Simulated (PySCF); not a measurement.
# C4H2FNO: the cost of one run

Programs: PySCF 2.14.0, with routines of our own; each step states its level. All values are computed. Atoms count from 0.

### Step 1. The system as given

9 atoms, charge 0, multiplicity 1; geometry from: GFN2-xTB.

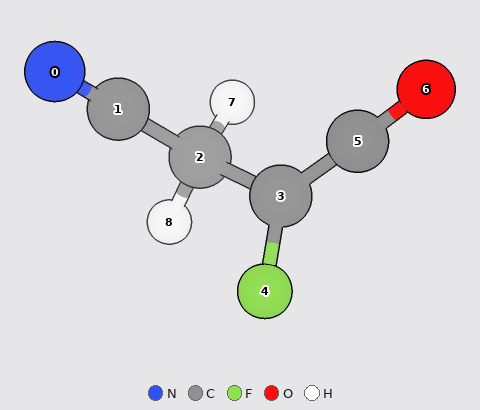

The starting geometry (nitrogen blue, carbon grey, fluorine green, oxygen red, hydrogen white).

### Step 2. Magnetic properties: GIAO KT3/aug-pcSseg-1

The job: settings as JSON, then the geometry in Å.

```
{"job": {"kind": "mag", "xc": "KT3", "basis": "aug-pcSseg-1", "isotopologues": 2}, "charge": 0, "multiplicity": 1}
N     -1.700587     2.025751     0.347405
C     -1.283329     0.992977     0.097433
C     -0.728345    -0.309283    -0.206775
C      0.666188    -0.436549     0.359358
F      0.737966    -0.859411     1.652518
C      1.741580    -0.079446    -0.288296
O      2.653162     0.201702    -0.951081
H     -0.718453    -0.450901    -1.290131
H     -1.354620    -1.078846     0.254389
```

Method: GIAO KT3/aug-pcSseg-1 magnetisability, rotational g tensor and spin-rotation constants, non-relativistic, gas phase.

Run with:

```
> OMP_NUM_THREADS=1 python excited_run.py task.json out
```

One launch serves the whole session: the jobs run in the order shown.

**Question.** How long does this first job take on 1 thread of Intel Xeon 6975P-C, shared host, and how much memory does it need?

About 46 s, with a peak of 0.62 GiB.
